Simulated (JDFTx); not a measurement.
| Quantity | Result |
|---|---|
| surface | Rh(111) |
| bulk | Rh, Fm-3m, lattice of mp-74 (not re-optimised) |
| slab | 6 atoms in 6 planes, 1x1, 11.0 Å between the outermost planes |
| in-plane cell | 2.691 × 2.691 Å, 6.27 Å² |
| cell height | 27.0 Å |
| sampling | 10×10×1 k mesh, Fermi smearing 0.01 Ha, no spin polarisation |

Computed with a modified build of JDFTx: PBE, GBRV ultrasoft potentials, plane waves to 20/100 Ha. Liquid on both sides: CANDLE, water, 0.5 M KF; nuclei fixed. The electron chemical potential μ is absolute (zero in the bulk liquid) and is turned into a potential by U = −μ/e − 4.44 V vs SHE, a convention.

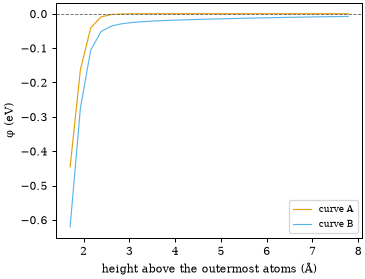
Figure: Plane-averaged electrostatic potential energy of an electron for two states of the electrode

One curve is the neutral slab. Which, and what is the sign of the other's charge?

Curve A is neutral (potential of zero charge, 0.41 V). Curve B is positively charged, 3.7 μC/cm² at 0.70 V.
